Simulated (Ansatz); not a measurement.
System: BaNaLaWO6 (F-43m).

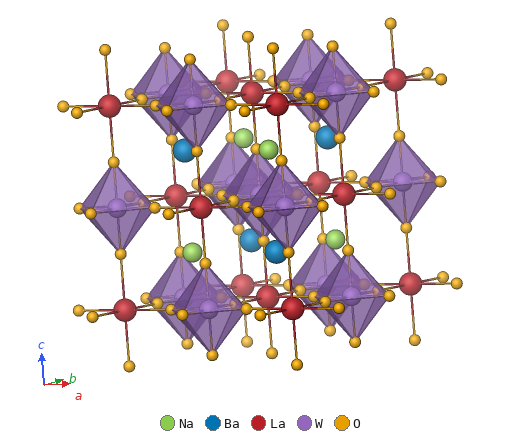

The structure (sodium green, barium blue, lanthanum red, tungsten purple, oxygen orange). Some periodic images of atoms are drawn too.

```xyz
10
Lattice="0.0000 4.3237 4.3237 4.3237 0.0000 4.3237 4.3237 4.3237 0.0000" Properties=species:S:1:pos:R:3 pbc="T T T"
Na    6.4856    6.4856    6.4856
Ba    2.1619    2.1619    2.1619
La    0.0000    0.0000    0.0000
W     4.3237    4.3237    4.3237
O     2.3825    4.3237    4.3237
O     6.2650    4.3237    4.3237
O     4.3237    4.3237    6.2650
O     4.3237    4.3237    2.3825
O     4.3237    2.3825    4.3237
O     4.3237    6.2650    4.3237
```

The cell is the Materials Project's (PBE, PBE+U or r2SCAN) relaxed one; the ions were relaxed with PBE or PBE+U in the database cell. Spin-orbit coupling is left out unless a run names it.

Gaps computed with Ansatz 0.2.0 without a self-energy: PBE 2.52 eV, PBE+SOC 2.51 eV, r2SCAN 2.89 eV, HSE06 3.83 eV and PBE0 4.58 eV. The mean ε∞ by PBE perturbation theory is 4.59.

Question: Estimate the G0W0@PBE gap with 4×4×4 mesh, 886 empty bands, screening to 180 eV, PAW set soft_1 files.

About 3.74 eV: on its mesh the run moves the gap from 2.52 eV by +1.22 eV. Among the scalar-relativistic levels given, HSE06 is nearest (+0.09 eV). One-shot corrections scale roughly with one over ε∞, here 0.22. Bands and cutoff are finite, so the gap is not at the basis limit. The miss can reach some tenths of an eV and take either sign; the mesh is an error of its own. Empty 4f levels lie among the conduction bands. Their place in the start is unsure; it enters the screening, and the edge itself where they lie low. The many-body steps are scalar-relativistic: spin-orbit coupling is not in them.

[Paths, hosts, dates, memory and timing lines, banners, echoed tables and standing remarks are left out of the program output.]

[Logs are printed without paths, hosts, clocks, repeated set-up lines and the standing remarks that a program may print on its own settings, such as how far it seeks lower states.]

[Runs of the session that timed out or met a known fault of the program may be left out.]

[Cells called generated may have been cut or substituted from an entry of the Crystallography Open Database or the Materials Project.]

[Hosts, paths, dates, database ids (printed as entryN), source tags and the programs' standing remarks are cut or masked in the printed files.]
